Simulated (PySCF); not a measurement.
# CH7PSSi: electronic excitations at several levels of theory

How much do the electronic excitations of CH7PSSi (`CS[SiH2]P`) depend on the level of theory, and what does each level cost?

Computed with PySCF 2.14.0, with density-fitted response routines of our own, on a single molecule in the gas phase. Atoms count from 0, in the outputs and in this text.

## 1. Starting geometry

11 atoms, charge 0, multiplicity 1; geometry from: GFN2-xTB. The atoms were then displaced at random by about 0.01 Å, so the start is not that level's minimum.

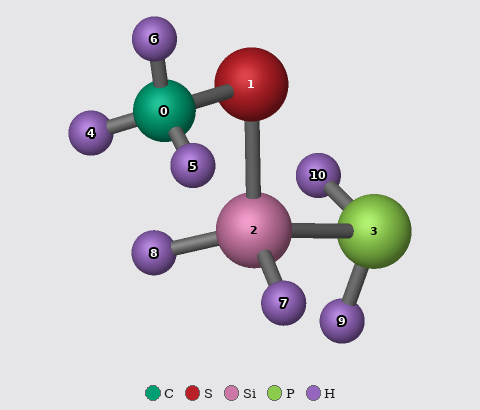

The starting geometry (carbon teal, sulfur red, silicon pink, phosphorus green, hydrogen purple), atoms numbered; sticks join atoms by distance.

## 2. Optimising the geometry at PBE0-D3(BJ)/def2-SVP

Job settings and geometry (Å):

```
{"job": {"xc": "PBE0", "basis": "def2-SVP", "d3": "d3bj", "grid": 1, "shake": 0.01, "kind": "geom"}, "charge": 0, "multiplicity": 1}
C     -2.234840    -0.129810     0.081440
S     -0.840470     0.789110     0.770040
Si     0.729760    -0.242420    -0.237600
P      2.719650     0.492080     0.596260
H     -2.272250     0.001860    -1.011960
H     -2.194020    -1.147730     0.345600
H     -3.136340     0.336200     0.510380
H      0.633420    -1.662720     0.061990
H      0.552140    -0.044230    -1.652040
H      3.421320    -0.120330    -0.389390
H      2.659750     1.702160    -0.050470
```

Launch:

```console
$ OMP_NUM_THREADS=1 python probes_run.py task.json out
```

One launch serves the whole session: the jobs run in the order shown.

Output:

```text
step   0  E = -1070.58057040  max force = 0.037161
step   1  E = -1070.58793918  max force = 0.010209
step   2  E = -1070.58841963  max force = 0.001951
step   3  E = -1070.58845750  max force = 0.000291
step   4  E = -1070.58847508  max force = 0.000848
step   5  E = -1070.58849594  max force = 0.000857
step   6  E = -1070.58850328  max force = 0.000356
optimisation converged
```

Wall time 38 s (1 thread of Arm Neoverse N1, shared host); peak memory 0.42 GiB.

Step by step:

| step | energy from step 0 (eV) | largest force component (eV/Å) |
| --- | --- | --- |
| 0 | 0.0000 | 1.9109 |
| 1 | -0.2005 | 0.5250 |
| 2 | -0.2136 | 0.1003 |
| 3 | -0.2146 | 0.0150 |
| 4 | -0.2151 | 0.0436 |
| 5 | -0.2157 | 0.0441 |
| 6 | -0.2159 | 0.0183 |

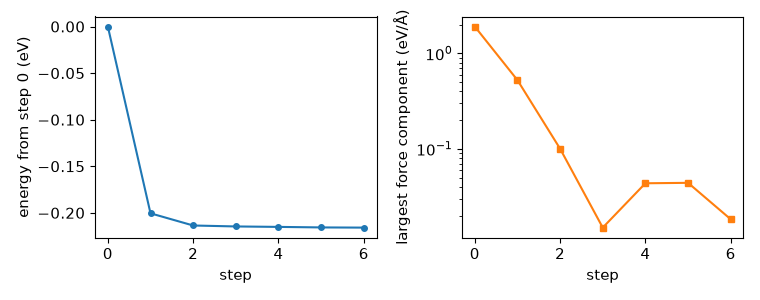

Energy and force, step by step.

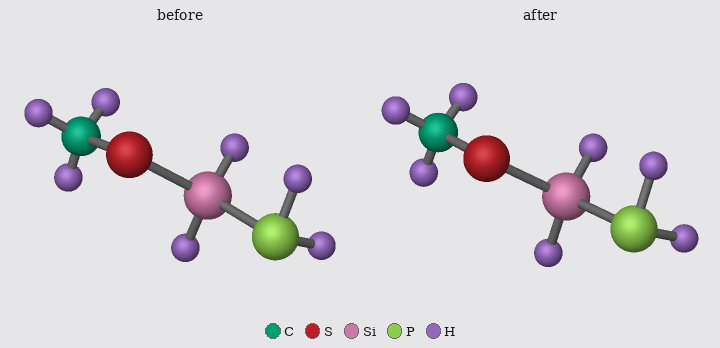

Before and after, at one scale.

Distances of close pairs at the start and the end, largest changes first:

| bond | before (Å) | after (Å) | change (Å) |
| --- | --- | --- | --- |
| P3–H9 | 1.356 | 1.430 | +0.074 |
| Si2–H8 | 1.439 | 1.498 | +0.059 |
| P3–H10 | 1.373 | 1.429 | +0.056 |
| C0–H5 | 1.052 | 1.099 | +0.047 |
| Si2–H7 | 1.455 | 1.497 | +0.042 |
| Si2–P3 | 2.279 | 2.262 | -0.017 |
| C0–S1 | 1.806 | 1.822 | +0.016 |
| S1–Si2 | 2.132 | 2.140 | +0.008 |

The end geometry stands in the next job.

| at the end point | value |
| --- | --- |
| point group (found at 0.08 Å tolerance) | C1 |
| rotational constants (GHz, main isotopes) | 9.332, 1.468, 1.311 |
| dipole moment (D) | 2.02 |

## 3. Excited states and response: PBE0/def2-TZVP

Job settings and geometry (Å):

```
{"job": {"kind": "uv", "xc": "PBE0", "basis": "def2-TZVP"}, "charge": 0, "multiplicity": 1}
C     -2.335119     0.028894    -0.071717
S     -0.874531     0.811920     0.685970
Si     0.685274    -0.189043    -0.383373
P      2.606795     0.721952     0.387910
H     -2.369453     0.208052    -1.155846
H     -2.361176    -1.051019     0.130510
H     -3.215609     0.495894     0.389952
H      0.709131    -1.655517    -0.084586
H      0.483102    -0.029479    -1.858944
H      3.387209     0.107305    -0.641054
H      2.426164     1.932015    -0.350353
```

Method: TDDFT PBE0/def2-TZVP, vertical, gas phase, core orbitals frozen in the response.

Output:

```text
coarse grid: 10304 points
cycle   1  E = -1070.9686375660  dE = -1.163e-02  |g| = 2.501e-01  |ddm| = 2.339e+00
cycle   2  E = -1070.9693851326  dE = -7.476e-04  |g| = 2.363e-01  |ddm| = 4.674e-01
cycle   3  E = -1070.9848448417  dE = -1.546e-02  |g| = 4.715e-02  |ddm| = 2.563e-01
cycle   4  E = -1070.9853817804  dE = -5.369e-04  |g| = 1.313e-02  |ddm| = 4.671e-02
cycle   5  E = -1070.9854331378  dE = -5.136e-05  |g| = 4.184e-03  |ddm| = 1.520e-02
cycle   6  E = -1070.9854378100  dE = -4.672e-06  |g| = 1.177e-03  |ddm| = 4.348e-03
final grid: 84416 points
cycle   7  E = -1070.9834987184  dE = -2.492e-05  |g| = 6.286e-03  |ddm| = 2.381e-02
cycle   8  E = -1070.9834951580  dE =  3.560e-06  |g| = 6.813e-03  |ddm| = 8.250e-03
cycle   9  E = -1070.9835056328  dE = -1.047e-05  |g| = 9.717e-04  |ddm| = 5.012e-03
cycle  10  E = -1070.9835058969  dE = -2.641e-07  |g| = 1.195e-04  |ddm| = 7.131e-04
cycle  11  E = -1070.9835059005  dE = -3.575e-09  |g| = 4.781e-05  |ddm| = 1.388e-04
cycle  12  E = -1070.9835059011  dE = -6.585e-10  |g| = 1.585e-05  |ddm| = 5.414e-05
converged SCF energy = -1070.9835059011

Static polarisability (au): isotropic 86.711, principal 67.231 78.852 114.050

Singlet excitations
state   eV       nm        f      main configurations
  1   5.3682    231.0   0.00183   H->L 0.96
  2   5.8431    212.2   0.00284   H->L+1 0.91
  3   6.1833    200.5   0.00783   H->L+2 0.72, H->L+3 0.21
  4   6.3547    195.1   0.00662   H-1->L+1 0.62, H-1->L 0.26
  5   6.4357    192.7   0.00298   H->L+3 0.68, H->L+2 0.23
  6   6.5152    190.3   0.05605   H-1->L 0.65, H-1->L+1 0.20, H-1->L+2 0.10
  7   7.0207    176.6   0.17093   H-1->L+2 0.71, H-1->L+1 0.11
  8   7.0560    175.7   0.01623   H-1->L+3 0.94
  9   7.0963    174.7   0.02649   H->L+4 0.55, H-2->L 0.33
 10   7.3421    168.9   0.00850   H->L+5 0.42, H->L+4 0.22, H-2->L 0.17

Triplet excitations (Tamm-Dancoff, eV): 4.9661 5.4489 5.5087 5.5617
```

Wall time 26 s (1 thread of Arm Neoverse N1, shared host); peak memory 0.77 GiB.

Frontier orbitals and where they lie:

| orbital | eV | atoms |
| --- | --- | --- |
| HOMO−3 | -9.14 | P3 37 %, Si2 25 %, H7 12 % |
| HOMO−2 | -8.64 | S1 59 %, Si2 18 %, C0 8 % |
| HOMO−1 | -7.66 | P3 76 %, Si2 14 %, H8 5 % |
| HOMO | -6.96 | S1 74 %, Si2 10 %, C0 6 % |
| LUMO | -0.08 | Si2 34 %, S1 24 %, P3 11 % |
| LUMO+1 | 0.12 | P3 37 %, Si2 32 %, H9 10 % |
| LUMO+2 | 0.39 | P3 48 %, Si2 23 %, H10 11 % |

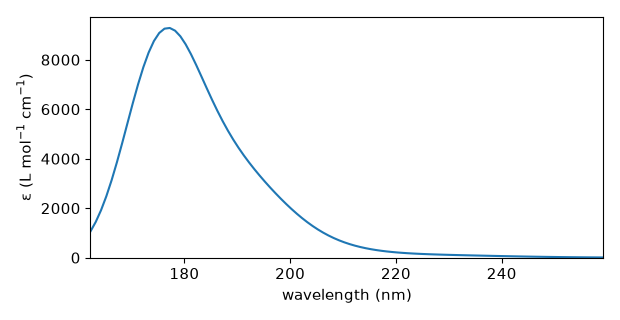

Absorption spectrum: each of the 10 states is a Gaussian band of 0.4 eV half-width at 1/e. Beyond the last state computed it falls off for lack of states.

Ground-state properties from the same run:

| property | computed |
| --- | --- |
| dipole moment (D) | 1.83 |
| polarisability (Å³) | 12.85 |
| HOMO–LUMO gap (eV) | 6.88 |
| −ε(HOMO) (eV) | 6.96 |

## 4. TDDFT and polarisability: PBE0/aug-cc-pVDZ

The job, as its differences from that of step 3:

```diff
@@ -1,2 +1,2 @@
-{"job": {"kind": "uv", "xc": "PBE0", "basis": "def2-TZVP"}, "charge": 0, "multiplicity": 1}
+{"job": {"kind": "uv", "xc": "PBE0", "basis": "aug-cc-pVDZ"}, "charge": 0, "multiplicity": 1}
 C     -2.335119     0.028894    -0.071717
```

With the program's defaults for keys left out, this is: TDDFT PBE0/aug-cc-pVDZ, vertical, gas phase, core orbitals frozen in the response.

Output:

```text
coarse grid: 10304 points
cycle   1  E = -1070.9106516089  dE =  3.940e-02  |g| = 2.148e-01  |ddm| = 6.221e+00
cycle   2  E = -1070.9098354509  dE =  8.162e-04  |g| = 2.250e-01  |ddm| = 1.139e+00
cycle   3  E = -1070.9263944803  dE = -1.656e-02  |g| = 2.819e-02  |ddm| = 5.608e-01
cycle   4  E = -1070.9266524214  dE = -2.579e-04  |g| = 1.042e-02  |ddm| = 8.217e-02
cycle   5  E = -1070.9266906670  dE = -3.825e-05  |g| = 2.564e-03  |ddm| = 2.954e-02
cycle   6  E = -1070.9266929626  dE = -2.296e-06  |g| = 7.220e-04  |ddm| = 7.297e-03
final grid: 84416 points
cycle   7  E = -1070.9424747203  dE = -1.004e-05  |g| = 5.333e-03  |ddm| = 7.928e-02
cycle   8  E = -1070.9424701069  dE =  4.613e-06  |g| = 6.656e-03  |ddm| = 2.362e-02
cycle   9  E = -1070.9424823474  dE = -1.224e-05  |g| = 5.010e-04  |ddm| = 1.250e-02
cycle  10  E = -1070.9424824365  dE = -8.907e-08  |g| = 7.487e-05  |ddm| = 1.147e-03
cycle  11  E = -1070.9424824382  dE = -1.685e-09  |g| = 3.348e-05  |ddm| = 2.383e-04
cycle  12  E = -1070.9424824386  dE = -4.002e-10  |g| = 8.595e-06  |ddm| = 9.272e-05
converged SCF energy = -1070.9424824386

Static polarisability (au): isotropic 93.568, principal 74.772 85.349 120.584

Singlet excitations
state   eV       nm        f      main configurations
  1   5.2702    235.3   0.00231   H->L 0.90
  2   5.6925    217.8   0.00215   H->L+1 0.73, H->L+3 0.13, H->L+2 0.10
  3   5.8924    210.4   0.00987   H->L+3 0.52, H->L+1 0.24, H->L+2 0.21
  4   6.0100    206.3   0.00678   H->L+2 0.65, H->L+3 0.26
  5   6.2029    199.9   0.04881   H-1->L 0.82, H-1->L+1 0.15
  6   6.4290    192.9   0.00643   H-1->L+2 0.69, H-1->L+3 0.16
  7   6.4862    191.2   0.01287   H->L+4 0.83
  8   6.5952    188.0   0.08940   H-1->L+1 0.77, H-1->L 0.13
  9   6.6512    186.4   0.01375   H->L+5 0.50, H->L+6 0.37
 10   6.7221    184.4   0.09097   H-1->L+3 0.74, H-1->L+2 0.16

Triplet excitations (Tamm-Dancoff, eV): 4.9643 5.3988 5.5335 5.6344
```

It took 25 s on 1 thread of Arm Neoverse N1, shared host; peak memory 0.75 GiB.

Key values: HOMO -6.95 eV, LUMO -0.41 eV; lowest singlet 5.27 eV.

## 5. Excited states and response: PBE0/def2-TZVPD

The job, as its differences from that of step 4:

```diff
@@ -1,2 +1,2 @@
-{"job": {"kind": "uv", "xc": "PBE0", "basis": "aug-cc-pVDZ"}, "charge": 0, "multiplicity": 1}
+{"job": {"kind": "uv", "xc": "PBE0", "basis": "def2-TZVPD"}, "charge": 0, "multiplicity": 1}
 C     -2.335119     0.028894    -0.071717
```

Level: TDDFT PBE0/def2-TZVPD, vertical, gas phase, core orbitals frozen in the response.

Output:

```text
coarse grid: 10304 points
cycle   1  E = -1070.9699771414  dE = -1.171e-02  |g| = 2.501e-01  |ddm| = 2.478e+00
cycle   2  E = -1070.9705077007  dE = -5.306e-04  |g| = 2.368e-01  |ddm| = 5.015e-01
cycle   3  E = -1070.9860863593  dE = -1.558e-02  |g| = 4.796e-02  |ddm| = 2.580e-01
cycle   4  E = -1070.9866431546  dE = -5.568e-04  |g| = 1.274e-02  |ddm| = 4.867e-02
cycle   5  E = -1070.9866910551  dE = -4.790e-05  |g| = 4.219e-03  |ddm| = 1.541e-02
cycle   6  E = -1070.9866958829  dE = -4.828e-06  |g| = 1.161e-03  |ddm| = 4.964e-03
final grid: 84416 points
cycle   7  E = -1070.9847552520  dE = -2.647e-05  |g| = 6.375e-03  |ddm| = 8.001e-02
cycle   8  E = -1070.9847514739  dE =  3.778e-06  |g| = 6.954e-03  |ddm| = 1.076e-02
cycle   9  E = -1070.9847624281  dE = -1.095e-05  |g| = 9.783e-04  |ddm| = 5.994e-03
cycle  10  E = -1070.9847626978  dE = -2.697e-07  |g| = 1.231e-04  |ddm| = 8.632e-04
cycle  11  E = -1070.9847627016  dE = -3.815e-09  |g| = 4.969e-05  |ddm| = 1.586e-04
cycle  12  E = -1070.9847627024  dE = -7.151e-10  |g| = 1.662e-05  |ddm| = 6.234e-05
converged SCF energy = -1070.9847627024

Static polarisability (au): isotropic 93.643, principal 74.883 85.293 120.752

Singlet excitations
state   eV       nm        f      main configurations
  1   5.2394    236.6   0.00198   H->L 0.94
  2   5.7199    216.8   0.00424   H->L+1 0.75, H->L+2 0.16
  3   5.9631    207.9   0.00386   H->L+2 0.69, H->L+1 0.22
  4   6.1056    203.1   0.00674   H->L+3 0.79, H->L+2 0.14
  5   6.2245    199.2   0.02465   H-1->L 0.68, H-1->L+1 0.20, H-1->L+2 0.08
  6   6.3174    196.3   0.02962   H-1->L+2 0.67, H-1->L 0.21
  7   6.6203    187.3   0.01276   H->L+4 0.84, H->L+5 0.11
  8   6.6744    185.8   0.09764   H-1->L+1 0.63, H-1->L+2 0.19
  9   6.7361    184.1   0.01633   H->L+5 0.82, H->L+4 0.10
 10   6.7955    182.5   0.08779   H-1->L+3 0.88

Triplet excitations (Tamm-Dancoff, eV): 4.8736 5.3662 5.4392 5.4995
```

Wall time 39 s (1 thread of Arm Neoverse N1, shared host); peak memory 0.88 GiB.

Key values: HOMO -6.99 eV, LUMO -0.35 eV; lowest singlet 5.24 eV.

## 6. Excited states and response: PBE0/6-31+G*

The job, as its differences from that of step 5:

```diff
@@ -1,2 +1,2 @@
-{"job": {"kind": "uv", "xc": "PBE0", "basis": "def2-TZVPD"}, "charge": 0, "multiplicity": 1}
+{"job": {"kind": "uv", "xc": "PBE0", "basis": "6-31+G*"}, "charge": 0, "multiplicity": 1}
 C     -2.335119     0.028894    -0.071717
```

Level: TDDFT PBE0/6-31+G*, vertical, gas phase, core orbitals frozen in the response.

Output:

```text
coarse grid: 10304 points
cycle   1  E = -1070.9160421846  dE =  2.262e-02  |g| = 2.243e-01  |ddm| = 2.975e+00
cycle   2  E = -1070.9158023124  dE =  2.399e-04  |g| = 2.323e-01  |ddm| = 7.963e-01
cycle   3  E = -1070.9342468216  dE = -1.844e-02  |g| = 2.479e-02  |ddm| = 4.253e-01
cycle   4  E = -1070.9344384700  dE = -1.916e-04  |g| = 8.960e-03  |ddm| = 6.154e-02
cycle   5  E = -1070.9344659567  dE = -2.749e-05  |g| = 2.410e-03  |ddm| = 2.015e-02
cycle   6  E = -1070.9344678337  dE = -1.877e-06  |g| = 6.726e-04  |ddm| = 4.582e-03
final grid: 84416 points
cycle   7  E = -1070.8735320041  dE = -7.738e-06  |g| = 5.466e-03  |ddm| = 3.307e-02
cycle   8  E = -1070.8735272235  dE =  4.781e-06  |g| = 6.854e-03  |ddm| = 1.414e-02
cycle   9  E = -1070.8735406011  dE = -1.338e-05  |g| = 4.038e-04  |ddm| = 8.161e-03
cycle  10  E = -1070.8735406527  dE = -5.152e-08  |g| = 6.538e-05  |ddm| = 8.580e-04
cycle  11  E = -1070.8735406538  dE = -1.136e-09  |g| = 2.841e-05  |ddm| = 1.587e-04
cycle  12  E = -1070.8735406541  dE = -3.058e-10  |g| = 4.972e-06  |ddm| = 6.145e-05
converged SCF energy = -1070.8735406541

Static polarisability (au): isotropic 82.502, principal 66.080 75.790 105.635

Singlet excitations
state   eV       nm        f      main configurations
  1   5.2935    234.2   0.00328   H->L 0.92
  2   5.7719    214.8   0.00151   H->L+1 0.77, H->L+2 0.21
  3   5.9704    207.7   0.01169   H->L+2 0.63, H->L+1 0.20, H->L+3 0.12
  4   6.1259    202.4   0.00249   H->L+3 0.80, H->L+2 0.14
  5   6.2692    197.8   0.06562   H-1->L 0.85, H-1->L+1 0.10
  6   6.6026    187.8   0.02344   H-1->L+2 0.68, H-1->L+1 0.19
  7   6.6989    185.1   0.03408   H->L+4 0.79, H-1->L+1 0.10
  8   6.7440    183.8   0.11779   H-1->L+1 0.50, H-1->L+2 0.17, H-1->L+3 0.10
  9   6.8088    182.1   0.09763   H-1->L+3 0.81
 10   6.9204    179.2   0.01214   H->L+5 0.77, H->L+6 0.09

Triplet excitations (Tamm-Dancoff, eV): 4.9808 5.4442 5.5085 5.6968
```

Run time: 12 s. Hardware: 1 thread of Arm Neoverse N1, shared host; peak memory 0.51 GiB.

This run: HOMO -6.97 eV, LUMO -0.37 eV; lowest singlet 5.29 eV.

## 7. Side by side: electronic excitations

Excitations and ground-state properties, with basis size and wall time:

| run | lowest singlet (eV) | brightest (eV) | f | gap (eV) | α (Å³) | μ (D) | functions | time |
| --- | --- | --- | --- | --- | --- | --- | --- | --- |
| PBE0/def2-TZVP | 5.37 | 7.02 | 0.171 | 6.88 | 12.85 | 1.83 | 184 | 26 s |
| PBE0/aug-cc-pVDZ | 5.27 | 6.72 | 0.091 | 6.54 | 13.87 | 1.89 | 167 | 25 s |
| PBE0/def2-TZVPD | 5.24 | 6.67 | 0.098 | 6.64 | 13.88 | 1.82 | 232 | 39 s |
| PBE0/6-31+G* | 5.29 | 6.74 | 0.118 | 6.60 | 12.23 | 2.21 | 98 | 12 s |

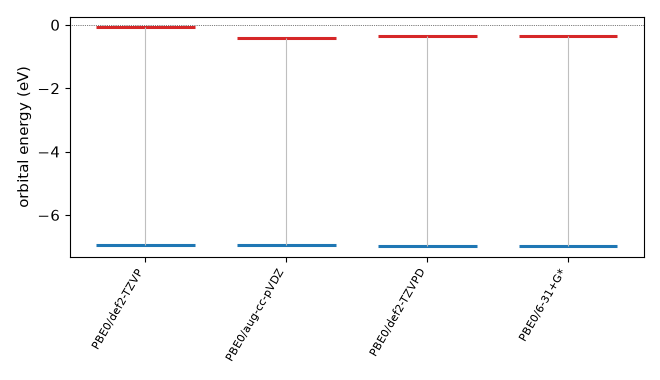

HOMO (blue) and LUMO (red) run by run.

## 8. Summary of results

| quantity | value |
| --- | --- |
| point group | C1 |
| rotational constants (main isotopes) | 9.33, 1.47, 1.31 GHz |
| lowest singlet (PBE0/def2-TZVP) | 5.37 eV (231 nm), f = 0.002 |
| brightest single state of those computed | state 7, 7.02 eV, f = 0.171 |
| lowest triplet | 4.97 eV |
| range of the lowest singlet | 5.24 to 5.37 eV |

**Reading.** Single values in the summary come from the first run of each kind that ended normally (PBE0/def2-TZVP), which need not be the best level. Over 6 steps the energy fell by 0.216 eV; of the close pairs, P3–H9 changed most, 1.356 to 1.430 Å. The first singlet state (HOMO→LUMO 0.96) lies at 5.37 eV and is weak; of the 10 states computed, the strongest absorption comes from state 7 at 7.02 eV. The lowest triplet lies 0.40 eV below the lowest singlet (triplets in Tamm-Dancoff, singlets in full TDDFT). States above −ε(HOMO) lie where TDDFT describes them poorly and they hang on the basis; the brightest is among them. The basis of PBE0/def2-TZVP has no diffuse functions, so Rydberg states are missing and the high states are unreliable. The lowest singlet runs from 5.24 eV (PBE0/def2-TZVPD) to 5.37 eV (PBE0/def2-TZVP), while the orbital gap spans 6.54 to 6.88 eV. The lowest state need not be the same one in every run.
